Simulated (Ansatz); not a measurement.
Amorphous Ga24O39Sc2

The cell was made by melting and quenching with the CHGNet potential and then relaxed with DFT. O atoms were pushed apart under 1.9 Å during the dynamics, to hinder bonds among them. The hot cell started wider than the set density and was brought back towards it in steps. It is the lowest in DFT energy of 2 quenches. It is a model cell: composition and starting density were chosen by hand, and all elements were melted together. No dispersion term was used.

Methods: PBE, scalar-relativistic without spin-orbit coupling (Ansatz, an electronic-structure program); r2SCAN, scalar-relativistic without spin-orbit coupling (Ansatz); HSE06, scalar-relativistic without spin-orbit coupling (Ansatz). Geometry, pressure, stress and energy are those of the PBE run. Its sampling: a 2×2×2 Γ-centred mesh; Fermi-Dirac width 0.02 eV; no spin polarisation. Other functionals are single points at the zone centre (r2SCAN at 500 eV; exact exchange cut at the cell's faces), free to take moments where seeds were set. At PBE the levels at the filled edge of the gap are localised (band-tail or defect states).

```yaml
number_of_atoms_in_the_cell: 65
Density (held, not predicted): 4.89 g/cm³
volume_per_atom: 12.47 Å^3
Pressure on a 2×2×2 Γ-centred mesh: -9.2 kbar
Largest force and stress component on that mesh (the relaxation ran on the zone centre alone): 0.07 eV/Å and 1.0 GPa
Level gap on a 2×2×2 Γ-centred mesh (PBE): 1.88 eV
Level gap at the zone centre (PBE): 1.90 eV
Level gap at the zone centre (r2SCAN): 2.43 eV
Level gap at the zone centre (HSE06): 3.58 eV
```

Neighbours within Ga-Ga 2.68 Å, Ga-O 2.36 Å, Ga-Sc 3.05 Å, O-O 1.58 Å, O-Sc 2.60 Å, Sc-Sc 3.41 Å count as bonded. Two cations that share two anions don't count as bonded, nor two that share one unless they lie closer than Ga-Ga 2.61 Å, Ga-Sc 2.96 Å, Sc-Sc 3.32 Å.

| Quantity | Result |
|---|---|
| Mean coordination of Ga by anions | 4.42 (15 with 4, 8 with 5, 1 with 6) |
| Mean coordination of O | 3.03 (1 with 2, 36 with 3, 2 with 4) |
| Mean coordination of Sc by anions | 6.00 (2 with 6) |
| Mean Ga-O bond | 1.926 Å (spread 0.085 Å, 106 counted) |
| Mean O-Sc bond | 2.172 Å (spread 0.125 Å, 12 counted) |

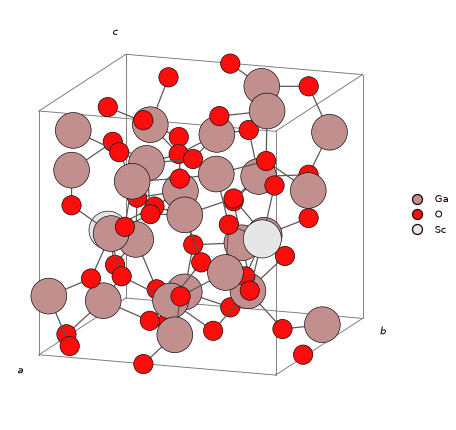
The relaxed cell

Its density started from a set value of 4.89 g/cm³. The simulated quench (nominally 280 K/ps over its main leg) is rapid and tends to freeze in more defects than a deposited or slowly cooled glass has. A cell of this size samples the disorder only roughly. The volume was held where the preparation left it and the shape relaxed, at a PBE pressure of -0.9 GPa (tension). Stress components on the final sampling reach 1.0 GPa.
